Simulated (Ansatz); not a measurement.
Geometry relaxation of CH$_{7}$AlOSi (part 1 of 2)

System: CH$_{7}$AlOSi.
Method: RKS PBE-D4/def2-SVP (Ansatz 0.2.0).

The geometry: force-field start. Figures and captions count atoms from 1; the log counts them from 0 in places.

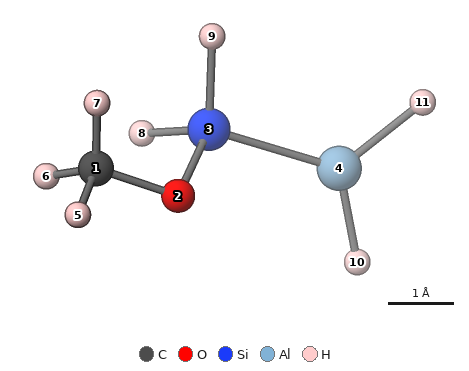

The starting structure (ball-and-stick view, seen at a tilt; atoms are numbered from 1 in the order of the input). Sticks mark near contacts.

Key numbers:

```csv
quantity,value
outcome,converged
total energy,−17653.7810 eV
mean-field energy,−17653.5825 eV
dispersion energy,−0.1985 eV
SCF solution under orbital rotations,stable
largest force (length of the vector) at the end,0.027 eV/Å
dipole moment,0.77 D
hardware,"2 threads of Arm Neoverse V1, 23 GiB of memory available, shared host"
wall time,35 s (CPU time 67 s)
peak memory,0.15 GiB
```

Input:
```yaml
crystal:
  periodic: [false, false, false]
  atoms:
    - {symbol: C, position_ang: [0.615100, 1.910700, -0.239500]}
    - {symbol: O, position_ang: [-0.344900, 0.907400, -0.493500]}
    - {symbol: Si, position_ang: [0.203500, -0.511700, 0.290500]}
    - {symbol: Al, position_ang: [-1.197500, -2.274300, -0.090400]}
    - {symbol: H, position_ang: [0.196900, 2.859900, -0.780400]}
    - {symbol: H, position_ang: [1.571700, 1.744300, -0.674600]}
    - {symbol: H, position_ang: [0.663000, 2.195200, 0.838500]}
    - {symbol: H, position_ang: [1.596600, -0.866400, -0.231500]}
    - {symbol: H, position_ang: [0.333200, -0.257700, 1.795300]}
    - {symbol: H, position_ang: [-1.566300, -2.762600, -1.557500]}
    - {symbol: H, position_ang: [-2.005900, -3.001900, 1.163700]}
basis:
  gaussian: {orbitals: def2-SVP}
hamiltonian: {xc: pbe, dispersion: d4}
relax: {f_tol: 0.03, max_steps: 200}
```

Run as:
```bash
ansatz run in.yaml --threads 2 --pin off --events-out ev --progress --plain --max-ram 4352MiB
```

What the program printed:
```
Functional definition: PBE
  name "PBE"
  cite "Perdew, Burke & Ernzerhof, Phys. Rev. Lett. 77, 3865 (1996) doi:10.1103/PhysRevLett.77.3865"
  parent pbe
  parameter kappa = 0.804
  parameter beta = 0.06672455060314922
  exchange = pbe_x(kappa = kappa, mu = beta*pi^2/3)
  correlation = pbe_c(beta = beta)
1096 factors; their error is unknown
mean field evaluation 1: about -17647.0473 eV, gradient 5.1e1 eV
mean field evaluation 2: about -17580.4871 eV, gradient 1.5e2 eV
mean field evaluation 4: about -17652.8557 eV, gradient 9.9e0 eV
mean field evaluation 8: about -17653.1455 eV, gradient 2.1e-1 eV
mean field evaluation 16: about -17653.0809 eV, gradient 9.9e-5 eV
mean field -17653.08085098 eV, -648.7387555855 hartree, gradient 1.4e-5 eV, S^2 0.000000; 0 other end points of the search recorded, 0 dependent functions left out
the calculation of the forces begins
reference -17653.08089511 eV, -648.7387572072 hartree; 24, 24 occupied and 75, 75 virtual orbitals, 1096 factors
relax step   1: F+E_penalty+E_count = -17653.28582817 eV  Δ(F+E_penalty+E_count) = +0.000e0 eV  max|allowed force component| = 3.006e0 eV/Å  Δτ_max = 0.0000 Å  (26 SCF iters, accepted)
these checks for a lower state are left out or cut short: starts, cluster_reference, orbital_swaps, neighbouring_geometries, increment
1096 factors; their error is unknown
mean field -17653.48758176 eV, -648.7537026658 hartree, gradient 1.6e-5 eV, S^2 0.000000; 0 other end points of the search recorded, 0 dependent functions left out
[... from here on the field's lines of each further geometry are left out, up to the last ...]
relax step   2: F+E_penalty+E_count = -17653.68786029 eV  Δ(F+E_penalty+E_count) = -4.020e-1 eV  max|allowed force component| = 9.619e-1 eV/Å  Δτ_max = 0.1639 Å  (27 SCF iters, accepted)
relax step   3: F+E_penalty+E_count = -17653.73638706 eV  Δ(F+E_penalty+E_count) = -4.853e-2 eV  max|allowed force component| = 3.073e-1 eV/Å  Δτ_max = 0.0650 Å  (27 SCF iters, accepted)
relax step   4: F+E_penalty+E_count = -17653.74936459 eV  Δ(F+E_penalty+E_count) = -1.298e-2 eV  max|allowed force component| = 2.737e-1 eV/Å  Δτ_max = 0.0821 Å  (27 SCF iters, accepted)
relax step   5: F+E_penalty+E_count = -17653.75876321 eV  Δ(F+E_penalty+E_count) = -9.399e-3 eV  max|allowed force component| = 4.216e-1 eV/Å  Δτ_max = 0.1798 Å  (27 SCF iters, accepted)
relax step   6: F+E_penalty+E_count = -17653.76595269 eV  Δ(F+E_penalty+E_count) = -7.189e-3 eV  max|allowed force component| = 2.488e-1 eV/Å  Δτ_max = 0.0813 Å  (28 SCF iters, accepted)
relax step   7: F+E_penalty+E_count = -17653.76938682 eV  Δ(F+E_penalty+E_count) = -3.434e-3 eV  max|allowed force component| = 1.812e-2 eV/Å  Δτ_max = 0.0837 Å  (27 SCF iters, accepted)
relax step   8: F+E_penalty+E_count = -17653.77076043 eV  Δ(F+E_penalty+E_count) = -1.374e-3 eV  max|allowed force component| = 1.201e-1 eV/Å  Δτ_max = 0.1243 Å  (27 SCF iters, accepted)
relax step   9: F+E_penalty+E_count = -17653.77087402 eV  Δ(F+E_penalty+E_count) = -1.136e-4 eV  max|allowed force component| = 1.460e-1 eV/Å  Δτ_max = 0.0857 Å  (27 SCF iters, accepted)
relax step  10: F+E_penalty+E_count = -17653.77278989 eV  Δ(F+E_penalty+E_count) = -1.916e-3 eV  max|allowed force component| = 1.063e-1 eV/Å  Δτ_max = 0.0563 Å  (27 SCF iters, accepted)
relax step  11: F+E_penalty+E_count = -17653.77418834 eV  Δ(F+E_penalty+E_count) = -1.398e-3 eV  max|allowed force component| = 5.488e-2 eV/Å  Δτ_max = 0.0275 Å  (28 SCF iters, accepted)
relax step  12: F+E_penalty+E_count = -17653.77592448 eV  Δ(F+E_penalty+E_count) = -1.736e-3 eV  max|allowed force component| = 1.368e-2 eV/Å  Δτ_max = 0.0744 Å  (27 SCF iters, accepted)
relax step  13: F+E_penalty+E_count = -17653.77703155 eV  Δ(F+E_penalty+E_count) = -1.107e-3 eV  max|allowed force component| = 9.416e-2 eV/Å  Δτ_max = 0.1962 Å  (26 SCF iters, accepted)
relax step  14: F+E_penalty+E_count = -17653.77825690 eV  Δ(F+E_penalty+E_count) = -1.225e-3 eV  max|allowed force component| = 4.577e-2 eV/Å  Δτ_max = 0.0258 Å  (28 SCF iters, accepted)
relax step  15: F+E_penalty+E_count = -17653.77954776 eV  Δ(F+E_penalty+E_count) = -1.291e-3 eV  max|allowed force component| = 7.809e-3 eV/Å  Δτ_max = 0.0576 Å  (27 SCF iters, accepted)
relax step  16: F+E_penalty+E_count = -17653.77983263 eV  Δ(F+E_penalty+E_count) = -2.849e-4 eV  max|allowed force component| = 1.079e-1 eV/Å  Δτ_max = 0.1696 Å  (25 SCF iters, accepted)
relax step  17: F+E_penalty+E_count = -17653.78059747 eV  Δ(F+E_penalty+E_count) = -7.648e-4 eV  max|allowed force component| = 3.819e-2 eV/Å  Δτ_max = 0.0191 Å  (28 SCF iters, accepted)
the calculation of the forces begins
reference -17653.58247721 eV, -648.7571900095 hartree; 24, 24 occupied and 75, 75 virtual orbitals, 1096 factors
relax step  18: F+E_penalty+E_count = -17653.78091757 eV  Δ(F+E_penalty+E_count) = -3.201e-4 eV  max|allowed force component| = 2.261e-2 eV/Å  Δτ_max = 0.0154 Å  (28 SCF iters, accepted)
```

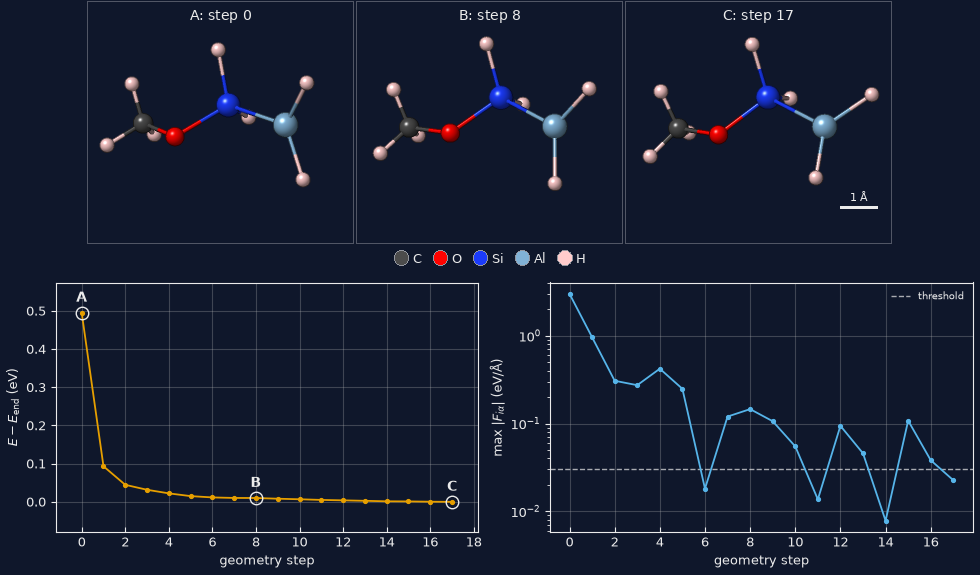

Frames of the relaxation (ball-and-stick view, seen at a tilt) above the curves, on which the letters mark them (the first geometry is step 0 here and step 1 in the log).

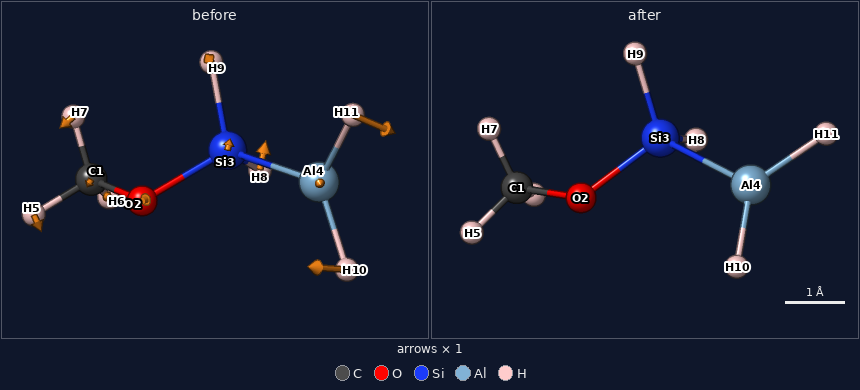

Before (left) and after (right) the relaxation, at one scale (ball-and-stick view, seen at a tilt). The orange arrows give the displacements, at true length. H11 moves most after the best rigid fit: 0.96 Å. Largest moves by element: H 0.96 Å, O 0.26 Å, Si 0.22 Å, C 0.16 Å, Al 0.15 Å. Among the contacts that change: Si3–Al4 2.284 → 2.461 Å, C1–H5 1.170 → 1.110 Å, Al4–H11 1.660 → 1.603 Å, C1–H6 1.064 → 1.116 Å. Among the angles that change: C1–O2–Si3 106.8° → 121.5°, H6–C1–H7 113.3° → 107.7°, O2–Si3–Al4 111.5° → 106.3°. Over 17 geometry steps the energy falls by 0.495 eV. The largest force component goes from 3 to 0.023 eV/Å. (Atoms are counted from 1 in the order of the input.)

```
1096 factors; their error is unknown
mean field -17653.58243194 eV, -648.7571883459 hartree, gradient 1.4e-5 eV, S^2 0.000000; 1 other end points of the search recorded, 0 dependent functions left out
the calculation of the forces begins
reference -17653.58247721 eV, -648.7571900095 hartree; 24, 24 occupied and 75, 75 virtual orbitals, 1096 factors
Total energy: -17653.78096284 eV, -648.7644842217 hartree
Atom 0 at     0.624400     1.988558    -0.384551 Å, force    -0.000720     0.001412    -0.003804 eV/Å
Atom 1 at    -0.114479     0.785845    -0.470835 Å, force    -0.001089     0.014748    -0.001930 eV/Å
Atom 2 at     0.261889    -0.556119     0.492633 Å, force    -0.010355    -0.009794    -0.001311 eV/Å
Atom 3 at    -1.352200    -2.313472    -0.111382 Å, force     0.022611     0.007363    -0.013396 eV/Å
Atom 4 at     0.189050     2.726883    -1.090118 Å, force     0.001352    -0.007830    -0.000371 eV/Å
Atom 5 at     1.696937     1.843421    -0.657428 Å, force    -0.002367     0.006708     0.004298 eV/Å
Atom 6 at     0.592202     2.432742     0.639032 Å, force     0.002139    -0.004484    -0.002720 eV/Å
Atom 7 at     1.703758    -0.978519     0.260494 Å, force     0.003528    -0.004847     0.003152 eV/Å
Atom 8 at     0.205841    -0.174309     1.961443 Å, force     0.004976     0.008307     0.009696 eV/Å
Atom 9 at    -2.306491    -2.161202    -1.387863 Å, force    -0.017963     0.006997    -0.010533 eV/Å
Atom 10 at    -1.435507    -3.650927     0.769175 Å, force    -0.002113    -0.018581     0.016918 eV/Å
Dipole moment:     0.109331     0.102494     0.055103 e Å
```

Trajectory as extended XYZ (Å, eV, eV/Å), 18 frames, from step=1 to step=18:
```
11
Properties=species:S:1:pos:R:3:forces:R:3 step=1 energy=-17653.28583
C     0.6151    1.9107   -0.2395   -2.8073   3.0065  -0.5704
O    -0.3449    0.9074   -0.4935    0.5344  -0.9092   0.4268
Si    0.2035   -0.5117    0.2905    0.9982   0.8922   0.4477
Al   -1.1975   -2.2743   -0.0904   -1.8136  -1.5548   0.1750
H     0.1969    2.8599   -0.7804    0.7016  -0.9777   0.7361
H     1.5717    1.7443   -0.6746    1.6401  -0.5689  -0.4633
H     0.6630    2.1952    0.8385    0.2918  -0.1825  -0.0187
H     1.5966   -0.8664   -0.2315   -0.0678   0.1333   0.1579
H     0.3332   -0.2577    1.7953    0.1158   0.0932  -0.2843
H    -1.5663   -2.7626   -1.5575    0.0268  -0.1102  -0.1934
H    -2.0059   -3.0019    1.1637    0.3797   0.1782  -0.4133
11
Properties=species:S:1:pos:R:3:forces:R:3 step=2 energy=-17653.68786
C     0.5936    1.9797   -0.2651   -0.9619   0.7564  -0.2410
O    -0.2984    0.8851   -0.4685    0.4057  -0.0545   0.2126
Si    0.2352   -0.5304    0.3309    0.2388   0.3634   0.0348
Al   -1.3524   -2.3198   -0.1187   -0.1767  -0.3911   0.0725
H     0.1933    2.8975   -0.7903    0.1168  -0.5285   0.2288
H     1.5946    1.7847   -0.6763    0.4701  -0.1361  -0.1021
H     0.6819    2.2405    0.8162    0.1117  -0.0188  -0.0099
H     1.6545   -0.8345   -0.1341   -0.0824  -0.0968  -0.0451
H     0.4388   -0.2013    1.8036   -0.1187  -0.0567  -0.0488
H    -1.6543   -2.8537   -1.6012   -0.0176   0.0859  -0.0025
H    -2.0213   -3.1050    1.1241    0.0140   0.0768  -0.0992
11
Properties=species:S:1:pos:R:3:forces:R:3 step=3 energy=-17653.73639
C     0.5829    2.0154   -0.2758   -0.1041  -0.1822  -0.0509
O    -0.2524    0.8705   -0.4544    0.3073   0.0606   0.1880
Si    0.2763   -0.5409    0.3498   -0.1229   0.0427  -0.0970
Al   -1.3568   -2.3515   -0.1064    0.0736   0.0655  -0.0460
H     0.1478    2.8810   -0.8160   -0.0595  -0.0398  -0.0394
H     1.6117    1.8376   -0.6738   -0.0392   0.0495   0.0090
H     0.6792    2.2946    0.8006    0.0015   0.0168  -0.0155
H     1.6745   -0.8962   -0.1384   -0.0340  -0.0051   0.0477
H     0.4294   -0.2293    1.8292    0.0173  -0.0198  -0.0408
H    -1.6770   -2.8169   -1.6098   -0.0120   0.0350   0.0322
H    -2.0501   -3.1215    1.1155   -0.0279  -0.0232   0.0128
11
Properties=species:S:1:pos:R:3:forces:R:3 step=4 energy=-17653.74936
C     0.5641    2.0063   -0.2867   -0.0553  -0.2160  -0.0393
O    -0.2263    0.8264   -0.4319    0.2737   0.1908   0.1284
Si    0.3188   -0.5667    0.3825   -0.1185  -0.0168  -0.0950
Al   -1.3607   -2.3175   -0.1147    0.1152  -0.0008   0.0066
H     0.0862    2.8358   -0.8461   -0.0323  -0.0113  -0.0267
H     1.5981    1.8618   -0.6885   -0.0879   0.0415   0.0117
H     0.6590    2.3163    0.7820   -0.0192   0.0071  -0.0325
H     1.7164   -0.9244   -0.1004   -0.0158  -0.0080   0.0341
H     0.4706   -0.2505    1.8593    0.0113  -0.0143  -0.0134
H    -1.6909   -2.7461   -1.6255   -0.0189   0.0484   0.0145
H    -2.0698   -3.0985    1.0908   -0.0523  -0.0208   0.0116
```
